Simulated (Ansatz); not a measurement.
Computed frozen-phonon scan: C (diamond)

C (diamond)

```
C
1.0
    0.00000     3.57157     3.57157
    1.78578     0.00000     1.78578
    1.78578     1.78578     0.00000
C
4
Direct
  0.25000   0.50000   0.50000
  0.75000   0.50000   0.50000
  0.37500   0.75000   0.75000
  0.87500   0.75000   0.75000
```

The atoms are displaced by Q × the pattern below (from a DFPT mode at L = (0.5, 0.0, 0.0), largest move 1; Q in Å), at fixed cell. It is one choice among 2 degenerate patterns. (q is in reciprocal vectors of the primitive cell; the cell shown is doubled to hold the pattern.)

```tsv
atom	x	y	z
C1	0.285	-0.520	0.805
C2	-0.285	0.520	-0.805
C3	0.285	-0.520	0.805
C4	-0.285	0.520	-0.805
```

Level of theory: PBE (plane waves to 420 eV, PAW, scalar-relativistic; Ansatz, an electronic-structure program). k mesh 8×16×16 (Γ-centred), Fermi-Dirac smearing 0.05 eV. Energies are smeared free energies. C was relaxed with its symmetry unable to fall. The zero of ΔE is the undisplaced structure.

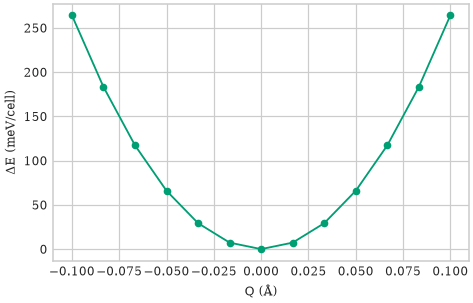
Figure. ΔE (meV/cell) against Q (Å); markers are the computed points, lines only join them.

The energy at Q = 0.100 Å comes out as 264.3 meV/cell. Space group of the distorted cell: P-1 (No. 2), lowered from Fd-3m. Harmonic wavenumber from the curvature (finite differences): 546 cm⁻¹. Shape of the curve: a single well with its minimum at or next to zero displacement. Wavenumber by perturbation theory (DFPT, on another k mesh): 546 cm⁻¹.

E″ = 52.71 eV/Å², M = Σ mᵢ|uᵢ|² = 48.0 u, ν̃ = 521.5·√(|E″|/M).

(A displaced cell: forces are minus the slopes of the energy, force constants its curvatures, and phonons follow from these.)
